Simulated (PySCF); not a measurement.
# C3H8NSi (SMILES [CH2]/C=N/[SiH2]C) (doublet): what the fields show

```xyz
13

C     2.7359   -0.5257    0.2601
C     1.5997    0.2107    0.4684
N     0.5713    0.1222   -0.3289
Si   -0.9582    0.8410   -0.4188
C    -2.2075   -0.5730   -0.1297
H     3.5871   -0.4427    0.9113
H     2.7975   -1.1966   -0.5783
H     1.5823    0.8897    1.3274
H    -1.0527    1.2937   -1.8101
H    -1.2800    1.9386    0.5089
H    -1.9852   -1.4150   -0.7746
H    -3.2102   -0.2259   -0.3523
H    -2.1844   -0.9166    0.8989
```

Geometry: GFN2-xTB.

Method: UKS B3LYP, pcH-1 on C H N Si, non-relativistic, mean-field spin-orbit, GIAO (PySCF).

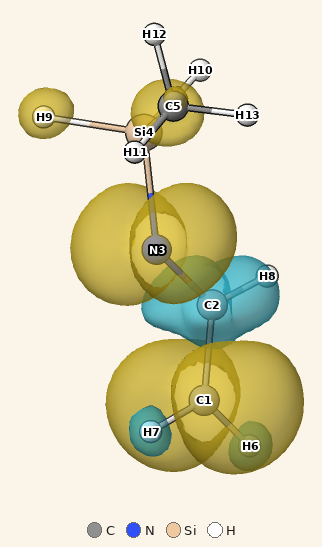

Figure 1. Isosurfaces of the spin density (α minus β) at +0.015 (yellow) and −0.015 e/Å³ (cyan), seen at an oblique angle.

> Describe the spin distribution.

The unpaired spin (1 electron) lies mostly on C1 (about 0.5) and N3 (about 0.4), in electrons by Hirshfeld's partition.

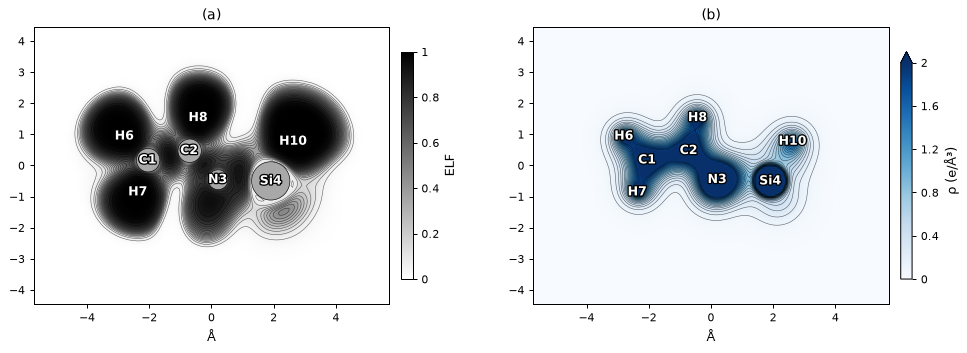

Figure 2. (a) electron localisation function; (b) total electron density on the plane of atoms C2, C1 and H6. Grey discs cover the atomic cores in the ELF map.

> Interpret the plot.

Atoms in the plane: C, N, Si and H. C–N (1.30 Å): ρ at the midpoint is about 2.6 e/Å³; the ELF peaks at about 0.90 between the atoms: a covalent bond. C–C (1.37 Å): ρ is about 2.2 e/Å³ halfway; the ELF peaks at about 0.95 between the atoms (localised, covalent bonding). Si–N (1.69 Å): ρ is about 1.1 e/Å³ halfway; the ELF peaks at about 0.90 between the atoms: a shared but strongly polarised pair. C–H (1.07 Å): the density is about 2.1 e/Å³ at the midpoint; the ELF climbs to about 1 towards the hydrogen, as it does in any bond to H: a covalent bond by its length. Si–H (1.47 Å): ρ is about 0.81 e/Å³ halfway; the ELF climbs to about 1 towards the hydrogen. The ELF also peaks beside N3, away from the bonds: non-bonding electrons, paired or unpaired.

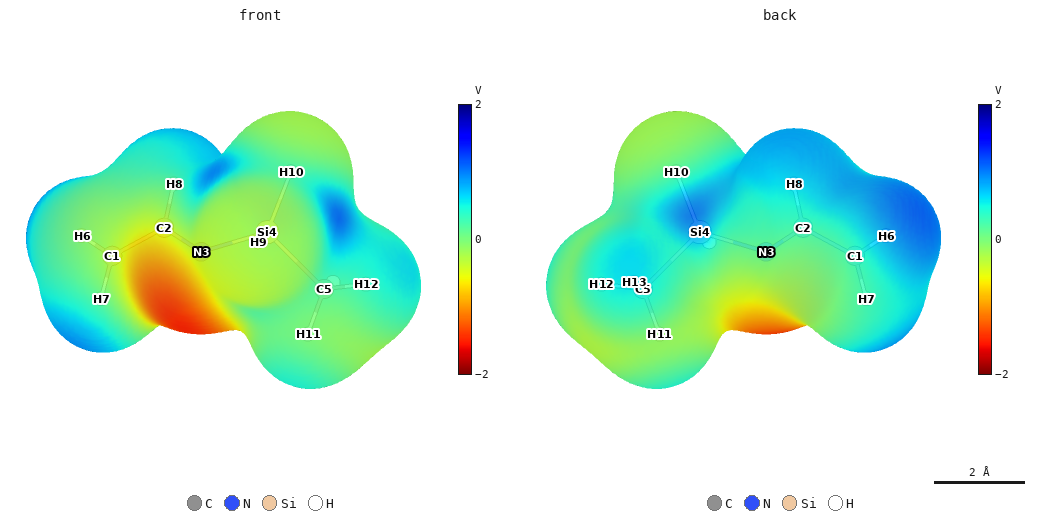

Figure 3. The molecular electrostatic potential painted on the density surface at 0.002 e/bohr³, seen from the front and from behind; red is negative and blue positive.

> Where is the surface potential most negative and most positive?

The most negative region (about −1.5 V) lies over N3, the most positive (about +1.1 V) over Si4 and H6. N3 is the likeliest acceptor of a hydrogen bond.
